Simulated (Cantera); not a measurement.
A closed system holds: 1 mol Ti, 0.16 mol C₃H₈, at 518 Torr.

Equilibrium computed with Cantera from the NASA thermochemical tables; the gas is ideal and each condensed phase is pure. Candidate condensed phases: C, C₆H₆, C₇H₈, C₈H₁₈, Ti, TiC; 77 gas species. Mutual solubility and eutectic melting of coexisting phases are not modelled. TiC: taken at fixed stoichiometry. Condensed phases not in the tables: N, O or C dissolved in the metal. Kinetics and transport are ignored.

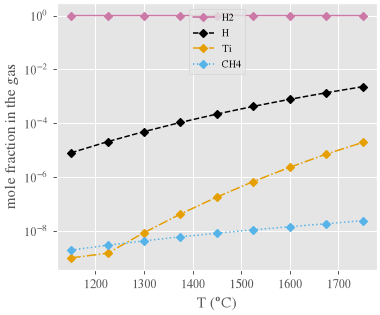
Figure. Equilibrium gas composition (values under 1e-9 drawn at 1e-9)

From 1150 °C to 1600 °C the condensed part is Ti(β) + TiC(s). From 1675 °C to 1750 °C the condensed part is Ti(l) + TiC(s).
